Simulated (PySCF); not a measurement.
BrH₃S, SMILES `Br.S`.

Method: CAM-B3LYP/def2-SVP; geometry: an unrelaxed start of a pair search; program: PySCF. Without diffuse functions Rydberg states are missing, so the states' numbers hold for this basis only.

Cartesian coordinates (Å):

```
Br1     -1.2803   -0.0216    0.0013
H2      -0.5897    1.1956   -0.0386
S3       2.5318   -0.0087   -0.1007
H4       1.9161   -0.9308    0.6268
H5       2.9762    0.6302    0.9780
```

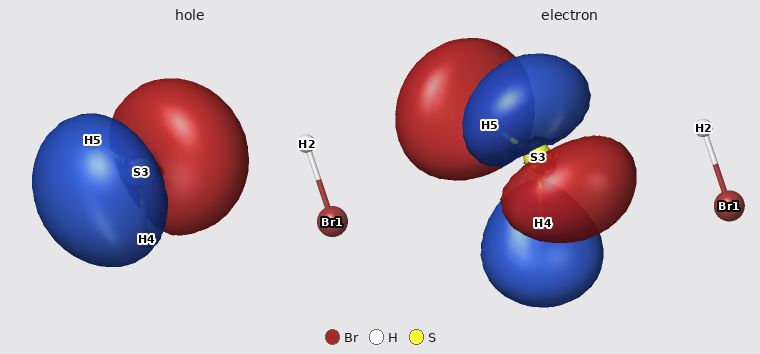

Leading natural transition orbital pair of S₁ (TDA singlet states); the surfaces enclose about 85 % of each orbital's density.

**Where does the state lie, and where do hole and electron sit?**

6.55 eV (189 nm), f = 0.000 (very weak); the leading pair carries 100 %; hole on S3 (89 %), electron on S3 (57 %), H5 (26 %) and H4 (16 %); their centroids lie 0.4 Å apart. In canonical orbitals it is mainly HOMO → LUMO+2 (51 %). The HOMO–LUMO gap is 10.16 eV.
